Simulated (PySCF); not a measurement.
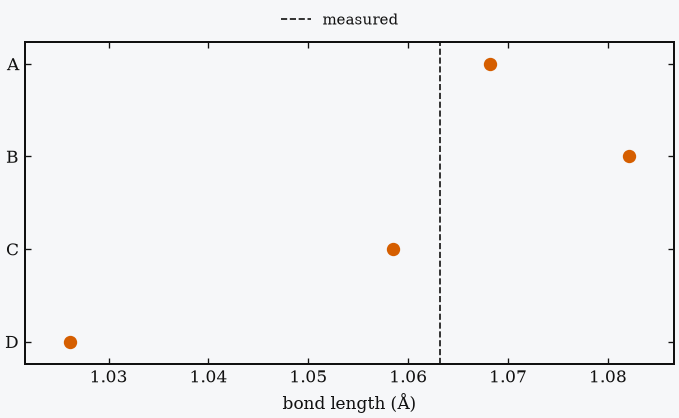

Bond length of NO⁺, singlet at several levels, pcseg-2 (non-relativistic), PySCF 2.14.0, no spin-orbit coupling, from fits to the bond curves (references: RHF and UKS, as the method has it). The measured value is Huber and Herzberg's. Correlated wave-function values are in the same finite basis, not at its limit.

**The letters stand for HF, MN15, MP2 and PBEsol. Which is which?**

A: PBEsol (1.068 Å); B: MP2 (1.082 Å); C: MN15 (1.058 Å); D: HF (1.026 Å).
